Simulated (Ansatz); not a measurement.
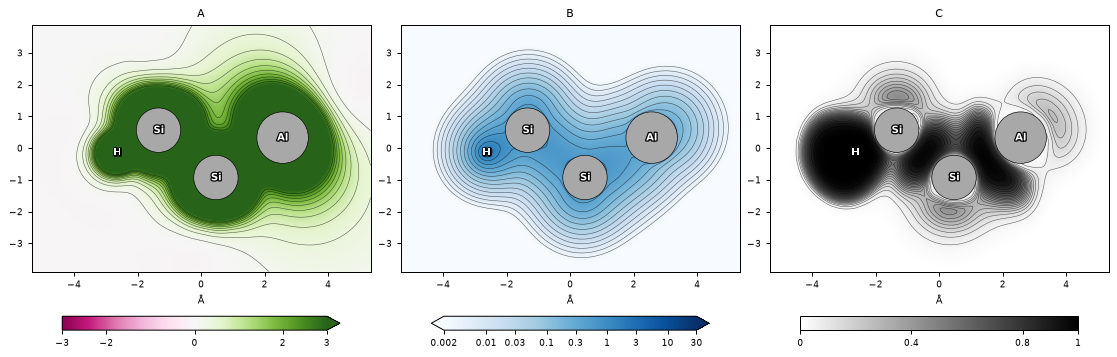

AlH$_{7}$Si$_{2}$ (SMILES [AlH2][SiH2][SiH3]): 3 fields on the plane of atoms Al1, Si2 and Si3, with unlabelled colour scales. Grey discs cover the atomic cores.

Geometry: PBE0-D4/def2-TZVP.

Computed with RKS PBE0-D4/def2-TZVPP in Ansatz.

Question: The panels show electron density, electron localisation function and electrostatic potential in some order. Assign them.

Answer: Panel A: electrostatic potential (strongly positive close to the atoms and fading to about zero outside). Panel B: electron density. Panel C: electron localisation function. From the grid: Si–Si (2.34 Å): ρ at the midpoint is about 0.61 e/Å³; the ELF peaks at about 1 between the atoms; localised, covalent bonding. Al–Si (2.45 Å): ρ is about 0.5 e/Å³ halfway; the ELF peaks at about 1 between the atoms: localised, covalent bonding.
